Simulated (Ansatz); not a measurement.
# C2H7InO: what the fields show

```yaml
atoms:
  - { symbol: In, position_ang: [0.0938, -0.1579, -0.2034] }
  - { symbol: O, position_ang: [0.8359, -1.0896, -1.8438] }
  - { symbol: C, position_ang: [0.3784, 2.0011, -0.1117] }
  - { symbol: H, position_ang: [0.9164, 2.3611, -1.0002] }
  - { symbol: C, position_ang: [-0.8339, -1.6475, 1.0714] }
  - { symbol: H, position_ang: [1.2533, -0.4987, -2.4841] }
  - { symbol: H, position_ang: [-0.6001, 2.5015, -0.0523] }
  - { symbol: H, position_ang: [0.9555, 2.2566, 0.7899] }
  - { symbol: H, position_ang: [-0.6914, -1.4174, 2.1370] }
  - { symbol: H, position_ang: [-0.3945, -2.6276, 0.8385] }
  - { symbol: H, position_ang: [-1.9135, -1.6815, 0.8586] }
```

Core potentials replace the inner electrons of In.

Computed with RKS B3LYP-D4/def2-SVP in Ansatz 0.2.0.

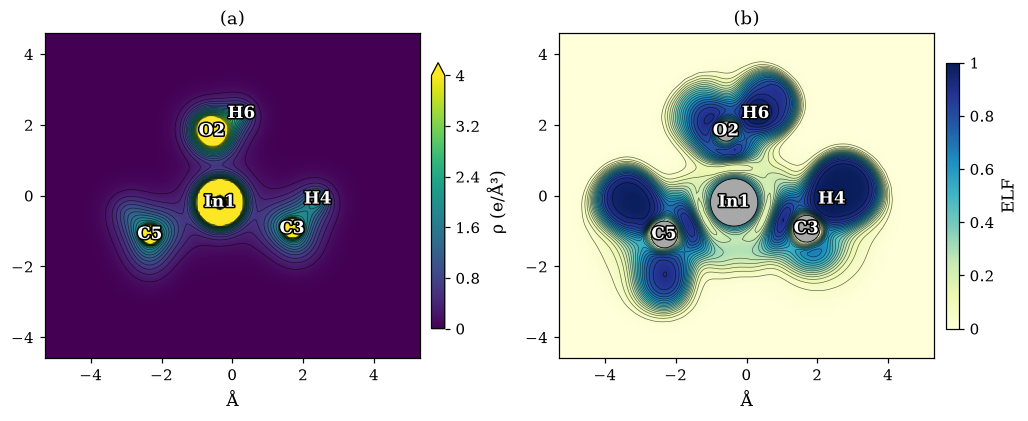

Figure 1. (a) electron density; (b) ELF on the plane of atoms O2, In1 and C5. Grey discs cover the atomic cores in the ELF map.

### What does the map show?

- The section cuts through In, O, C and H sites.
- In–O (2.03 Å): ρ is about 0.65 e/Å³ halfway; the ELF peaks at about 0.85 in the valence shell of O, 0.6 Å from its nucleus, and drops to about 0.10 between the two atoms.
- C–In (2.17 Å): ρ is about 0.63 e/Å³ halfway; the ELF peaks at about 0.90 in the valence shell of C, 0.7 Å from its nucleus, and drops to about 0.20 between the two atoms.
- O–H (0.97 Å): the density is about 3.6 e/Å³ at the midpoint; the ELF climbs to about 1 towards the hydrogen, as it does in any bond to H (an ordinary covalent bond to hydrogen).
- C–H (1.10 Å): the density is about 1.9 e/Å³ at the midpoint; the ELF climbs to about 1 towards the hydrogen; an ordinary covalent bond to hydrogen.
- The ELF also peaks beside O2, away from the bonds: lone-pair regions.

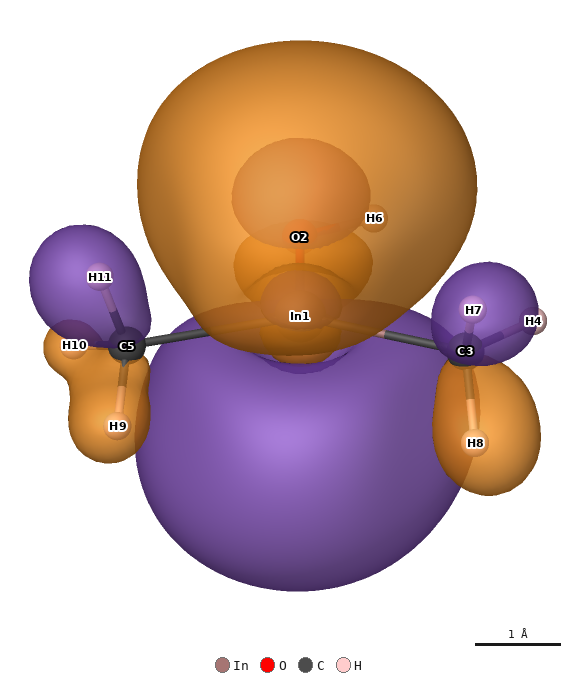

Figure 2. The LUMO at ±0.05 Å⁻³ᐟ² (orange and purple are the two phases), seen at an oblique angle.

### Describe this orbital and give its energy.

By Hirshfeld shares it lies mainly on In1 (about 75 %) and O2 (about 10 %). Its energy is −0.88 eV.

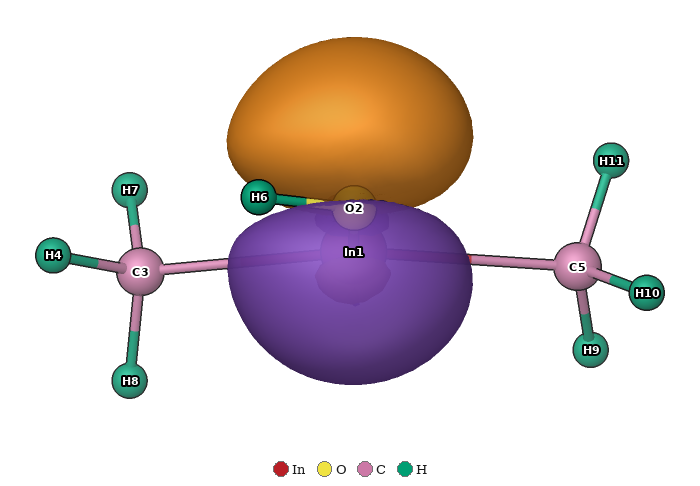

Figure 3. The HOMO−1 at ±0.1 Å⁻³ᐟ² (orange and purple are the two phases), seen from one side.

### Where does this orbital lie, and at what energy?

It lies mainly on O2 (about 85 %); largely a lone pair of O2. Its energy is −7.21 eV.
